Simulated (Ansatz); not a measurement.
# triplet COF2 at 6 levels

Aim: a comparison of 6 runs (UHF/STO-3G, U-r2SCAN/STO-3G, UBHLYP/STO-3G, UCAM-B3LYP/STO-3G, UHSE06/STO-3G, UCCSDT(Q)/STO-3G) of triplet COF2. 

The calculation is run with Ansatz 0.2.0.

55 further runs of the same task are left out: 6 that didn't finish, 49 set aside as unsound or not needed.

**1. The structure to begin with**

COF2: 4 atoms, total charge 0, spin state triplet. As SMILES of the parent species, `O=C(F)F`. The shape is that of a GFN2-xTB optimisation. That shape belongs to the parent species and isn't relaxed for this state.

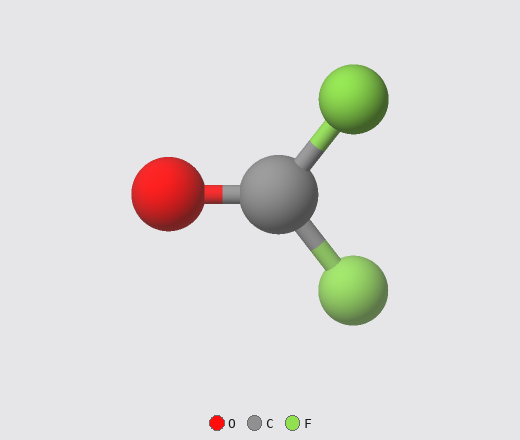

The structure, seen from a chosen angle (oxygen red, carbon grey, fluorine green).

**2. The energy at UHF/STO-3G (run 1)**

in.yaml reads:

```yaml
basis:
  gaussian:
    orbitals: STO-3G
crystal:
  periodic: [false, false, false]
  atoms:
    - symbol: O
      position_ang: [-1.243810, -0.157330, 0.153910]
    - symbol: C
      position_ang: [-0.102510, -0.013170, 0.012900]
    - symbol: F
      position_ang: [0.851050, -0.823360, 0.422470]
    - symbol: F
      position_ang: [0.495270, 0.993860, -0.589280]
magnetization:
  spin_polarized: true
  initial_magnetization: 2
hamiltonian:
  xc: hf
accuracy: high
```

Launch:

```sh
$ ansatz run in.yaml --threads 1 --pin off --max-ram 2610MiB --events-out events.jsonl --progress --plain --runs-dir runs
```

The log of the run:

```text
Warning: RAYON_NUM_THREADS=1 ignored (pool sized by the plan → 1); use --threads N
Functional definition: HF
  name "HF"
  exchange = exact_x
  correlation = 0
368 factors; integrals over basis functions are off by at most 3.2e-8 eV
mean field evaluation 1: about -8354.6560 eV, gradient 1.7e1 eV
mean field evaluation 2: about -8354.8510 eV, gradient 1.7e1 eV
mean field evaluation 4: about -8357.2412 eV, gradient 1.7e0 eV
mean field evaluation 8: about -8357.2967 eV, gradient 1.6e-4 eV
mean field evaluation 16: about -8356.8181 eV, gradient 2.6e0 eV
mean field evaluation 32: about -8356.9394 eV, gradient 8.8e-1 eV
mean field -8357.29329137 eV, -307.1248636809 hartree, gradient 1.6e-8 eV, S^2 2.003918; 2 other end points of the search recorded, 0 dependent functions left out
reference -8357.29329137 eV, -307.1248636809 hartree; 17, 15 occupied and 3, 5 virtual orbitals, 368 factors
Total energy: -8357.29329137 eV, -307.1248636809 hartree
```

It took 0.2 s on 1 thread of Intel Xeon Platinum 8375C at 2.90GHz (Ice Lake), shared host.

**3. The energy at U-r2SCAN/STO-3G (run 2)**

run.yaml reads:

```yaml
crystal:
  periodic: [false, false, false]
  atoms:
    - {symbol: O, position_ang: [-1.243810, -0.157330, 0.153910]}
    - {symbol: C, position_ang: [-0.102510, -0.013170, 0.012900]}
    - {symbol: F, position_ang: [0.851050, -0.823360, 0.422470]}
    - {symbol: F, position_ang: [0.495270, 0.993860, -0.589280]}
basis:
  gaussian:
    orbitals: STO-3G
magnetization:
  spin_polarized: true
  initial_magnetization: 2
hamiltonian:
  xc: {name: r2SCAN}
accuracy: high
```

Launch:

```sh
$ ansatz run run.yaml --threads 1 --pin off --max-ram 2610MiB --events-out events.jsonl --progress --plain --runs-dir runs
```

The log of the run:

```text
Warning: RAYON_NUM_THREADS=1 ignored (pool sized by the plan → 1); use --threads N
Functional definition: r2SCAN
  name "r2SCAN"
  parameter k0 = 0.174
  parameter k1 = 0.065
  parameter a1 = 4.9479
  exchange = r2scan_x(k0 = k0, k1 = k1, a1 = a1)
  correlation = r2scan_c
368 factors; integrals over basis functions are off by at most 3.2e-8 eV
mean field evaluation 1: about -8383.1101 eV, gradient 2.3e1 eV
mean field evaluation 2: about -8336.5108 eV, gradient 8.7e1 eV
mean field evaluation 4: about -8387.7825 eV, gradient 8.1e0 eV
mean field evaluation 8: about -8388.1402 eV, gradient 1.6e-1 eV
mean field evaluation 16: about -8388.1404 eV, gradient 2.0e-5 eV
mean field evaluation 32: about -8388.1314 eV, gradient 8.6e-1 eV
mean field -8388.14043470 eV, -308.2584752895 hartree, gradient 2.8e-8 eV, S^2 2.002862; 5 other end points of the search recorded, 0 dependent functions left out
reference -8388.14043492 eV, -308.2584752974 hartree; 17, 15 occupied and 3, 5 virtual orbitals, 368 factors
Total energy: -8388.14043492 eV, -308.2584752974 hartree
```

Run time: 6.3 s. Hardware: 1 thread of Intel Xeon Platinum 8375C at 2.90GHz (Ice Lake), shared host; peak memory 0.23 GiB.

Runs 3 to 4 aren't shown in full; the table further down has their settings and results.

**4. A single-point energy at UHSE06/STO-3G (run 5)**

in.yaml reads:

```yaml
crystal:
  periodic: [false, false, false]
  atoms:
    - {symbol: O, position_ang: [-1.243810, -0.157330, 0.153910]}
    - {symbol: C, position_ang: [-0.102510, -0.013170, 0.012900]}
    - {symbol: F, position_ang: [0.851050, -0.823360, 0.422470]}
    - {symbol: F, position_ang: [0.495270, 0.993860, -0.589280]}
basis:
  gaussian: {orbitals: STO-3G}
total_charge: 0
magnetization: {spin_polarized: true, initial_magnetization: 2}
hamiltonian: {xc: {name: HSE06}}
accuracy: high
```

Launch:

```sh
$ ansatz run in.yaml --threads 1 --pin off --max-ram 2610MiB --events-out events.jsonl --progress --plain --runs-dir runs
```

The log of the run:

```text
Warning: RAYON_NUM_THREADS=1 ignored (pool sized by the plan → 1); use --threads N
Functional definition: HSE06
  name "HSE06"
  parameter a = 0.25
  parameter omega = 0.11/bohr
  exchange = pbe_x - a*pbe_x_sr(omega) + a*exact_x_sr(omega)
  correlation = pbe_c
368 factors; integrals over basis functions are off by at most 3.2e-8 eV
45 factors; integrals over basis functions are off by at most 3.1e-10 eV
mean field evaluation 1: about -8379.9514 eV, gradient 1.8e1 eV
mean field evaluation 2: about -8375.2155 eV, gradient 3.5e1 eV
mean field evaluation 4: about -8383.0436 eV, gradient 1.8e0 eV
mean field evaluation 8: about -8383.1040 eV, gradient 4.0e-2 eV
mean field evaluation 16: about -8383.1040 eV, gradient 3.1e-5 eV
mean field -8383.10402579 eV, -308.0733906759 hartree, gradient 6.6e-8 eV, S^2 2.002428; 2 other end points of the search recorded, 0 dependent functions left out
reference -8383.10402661 eV, -308.0733907060 hartree; 17, 15 occupied and 3, 5 virtual orbitals, 368 factors
Total energy: -8383.10402661 eV, -308.0733907060 hartree
```

Run time: 2.2 s. Hardware: 1 thread of Intel Xeon Platinum 8375C at 2.90GHz (Ice Lake), shared host; peak memory 0.15 GiB.

**5. The energy at UCCSDT(Q)/STO-3G (run 6)**

molecule.yaml reads:

```yaml
crystal:
  periodic: [false, false, false]
  atoms:
    - {symbol: O, position_ang: [-1.243810, -0.157330, 0.153910]}
    - {symbol: C, position_ang: [-0.102510, -0.013170, 0.012900]}
    - {symbol: F, position_ang: [0.851050, -0.823360, 0.422470]}
    - {symbol: F, position_ang: [0.495270, 0.993860, -0.589280]}
basis:
  gaussian:
    orbitals: STO-3G
magnetization:
  spin_polarized: true
  initial_magnetization: 2
correlation:
  method: ccsdt_q
  frozen_orbitals: {C: 1, F: 1, O: 1}
accuracy: high
scf:
  omitted_lower_state_checks: [cluster_reference, increment]
```

Launch:

```sh
$ ansatz run molecule.yaml --threads 1 --pin off --max-ram 2610MiB --events-out events.jsonl --progress --plain --runs-dir runs
```

The log of the run:

```text
Warning: RAYON_NUM_THREADS=1 ignored (pool sized by the plan → 1); use --threads N
[... 13 lines left out ...]
4 core orbitals not correlated: weight in the atoms' cores, before any rotation towards them, 1.000 or more for the frozen orbitals, at most 0.000 for the correlated occupied ones
[... 33 lines left out ...]
Total energy: -8360.29821573 eV, -307.2352926146 hartree
Checks for a lower state left out: cluster_reference, increment
```

Wall time 3.3 s (1 thread of Intel Xeon Platinum 8375C at 2.90GHz (Ice Lake), shared host); peak memory 0.2 GiB.

**6. Overview of the runs**

```
run              level  frozen core orbitals  energy (Eh)   ⟨S²⟩  wall time
  1         UHF/STO-3G                     –  -307.124864  2.004      0.2 s
  2    U-r2SCAN/STO-3G                     –  -308.258475  2.003      6.3 s
  3      UBHLYP/STO-3G                     –  -308.257421  2.003      1.7 s
  4  UCAM-B3LYP/STO-3G                     –  -308.216221  2.002      2.3 s
  5      UHSE06/STO-3G                     –  -308.073391  2.002      2.2 s
  6   UCCSDT(Q)/STO-3G                     4  -307.235293  2.004      3.3 s
```

**7. Outcome**

| quantity | value |
| --- | --- |
| run 6: total energy | -307.23529 Eh |
| run 6: correlation energy (4 core orbitals frozen) | -110.4 mEh |
| run 6: ⟨S²⟩ of the reference determinant | 2.004 |
| run 6: T1 diagnostic | 0.014 |

Totals of different functionals can't be ranked against each other. In runs 1, 2, 3, 4, 5, 6 the basis is minimal, so the values are rough. All runs together took 16 s, the longest 6.3 s.
